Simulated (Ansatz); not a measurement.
Read the following structure.

```
Ga N
1.0
     4.49787    0.00000    0.00000
     0.00000    4.49787    0.00000
     0.00000    0.00000    4.49787
Ga N
4 4
Direct
  0.00000 0.00000 0.00000
  0.00000 0.50000 0.50000
  0.50000 0.00000 0.50000
  0.50000 0.50000 0.00000
  0.25000 0.75000 0.25000
  0.25000 0.25000 0.75000
  0.75000 0.75000 0.75000
  0.75000 0.25000 0.25000
```

What crystal do these data define?

Answer. The solid is GaN. The lattice is face-centred cubic and the space group F-43m (No. 216). Among the common structure types it is zinc blende (sphalerite type). Counting shared atoms by their share gives 4 Ga, 4 N, or 8 atoms. Around each Ga lie four N in a tetrahedral arrangement at 1.95 Å. Around each N lie four Ga in a tetrahedral arrangement at 1.95 Å. The bonds build a three-dimensional framework.

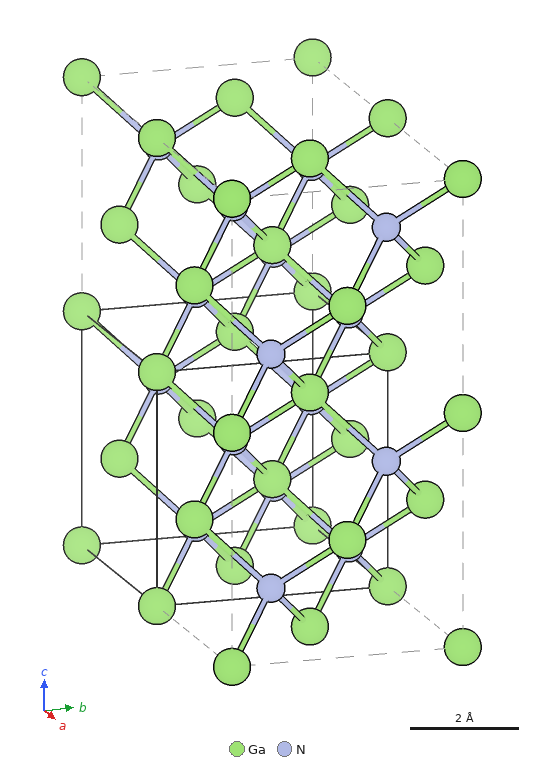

A ball-and-stick rendering, viewed slightly off an axis. 2×1×2 cells are drawn; the solid outline is the conventional unit cell. Colours: gallium green, nitrogen light blue.

The structure comes from a structure listed in the Materials Project. Earlier steps of the study, as a rule a relaxation of our own, may have changed the cell and positions, so they can lie some per cent off the listed ones. A calculation with Ansatz used it as input.
